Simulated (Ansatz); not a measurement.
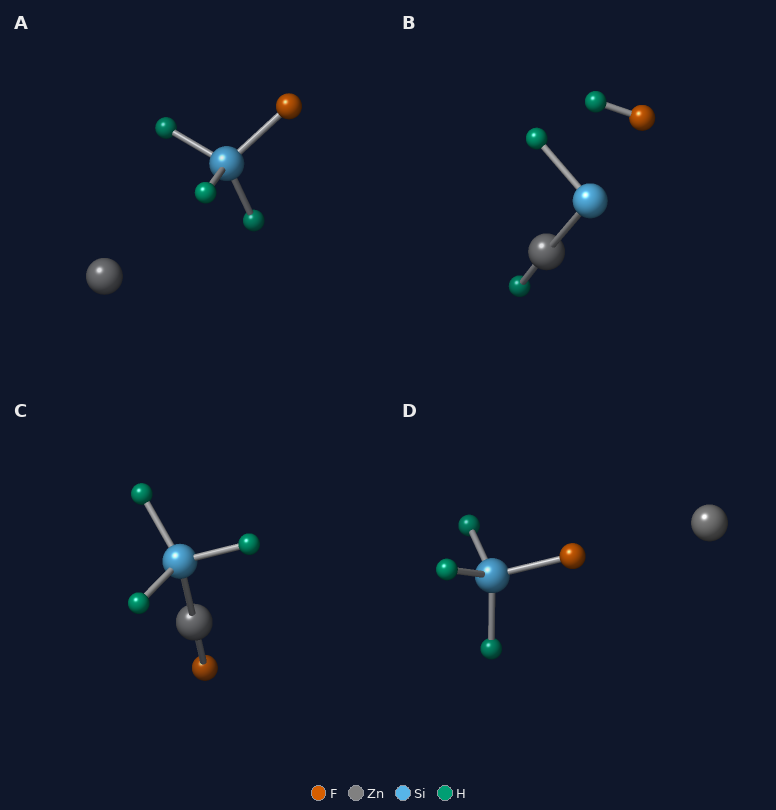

4 stationary structures of one formula. Geometries: PBE-D4/def2-SVP. Electronic energies: PBE-D4/def2-SVP (Ansatz 0.2.0), without zero-point energy. No frequency run is at hand to confirm each as a minimum.

**Which structure is the most stable?**

A is lowest; D lies 2.3 kcal/mol above it, C lies 3.2 kcal/mol above it, B lies 72.2 kcal/mol above it (C1).
